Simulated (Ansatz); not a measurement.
System: FH5Si2···H2O.

```yaml
atoms:
  - { symbol: Si, position_ang: [0.0671, -0.6737, -1.0277] }
  - { symbol: F, position_ang: [0.7026, 0.7392, -1.6513] }
  - { symbol: H, position_ang: [0.6804, -1.7566, -1.8408] }
  - { symbol: H, position_ang: [-1.3932, -0.6649, -1.2774] }
  - { symbol: Si, position_ang: [0.6792, -0.8803, 1.2262] }
  - { symbol: H, position_ang: [-0.3143, 2.1649, -0.3560] }
  - { symbol: O, position_ang: [-1.0581, 1.9056, 0.1980] }
  - { symbol: H, position_ang: [0.4168, 0.3582, 1.9923] }
  - { symbol: H, position_ang: [-0.0909, -2.0119, 1.8104] }
  - { symbol: H, position_ang: [2.1271, -1.2152, 1.2974] }
  - { symbol: H, position_ang: [-1.8167, 2.0347, -0.3709] }
```

Computed with RKS BHLYP-D4/cc-pVDZ (Ansatz 0.2.0).

### What can the converged electron density and electron localisation function tell about the bonding?

O–H (0.96 Å): ρ is about 3.8 e/Å³ halfway; the ELF climbs to about 1 towards the hydrogen, as it does in any bond to H: a covalent bond by its length.
Si–H (1.49 Å): the density is about 0.73 e/Å³ at the midpoint; the ELF climbs to about 1 towards the hydrogen.

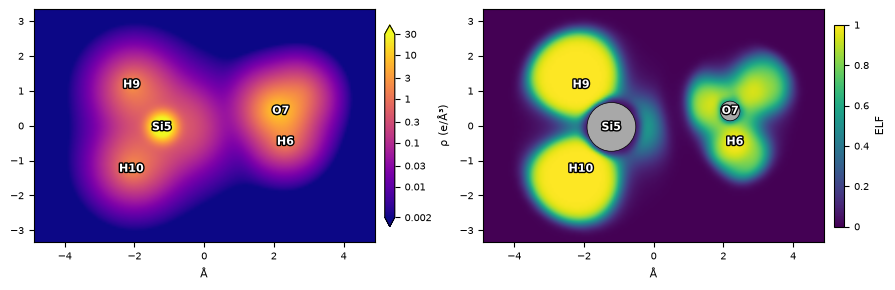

Computed electron density and electron localisation function on the plane of atoms H9, Si5 and H10, in this order. Grey discs cover the atomic cores in the ELF map. 
